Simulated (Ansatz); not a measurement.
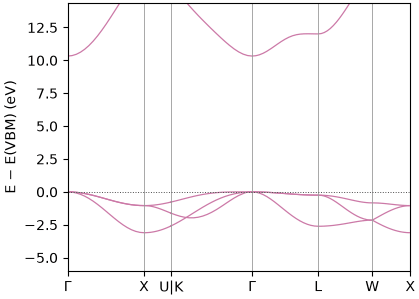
Figure. Band structure from plane-wave PAW r²SCAN (Ansatz code)

Problem. Read off the gap and where the band edges lie.

Solution. About 10.3 eV (10.33 eV by a search for the band edges); maximum on the K–Γ line, 86 % of the way from K, minimum at Γ.

The material is LiF (rock salt, Fm-3m).

The cell was relaxed with r²SCAN under the symmetry of its start.

Potentials: the later of the program's two PAW sets.
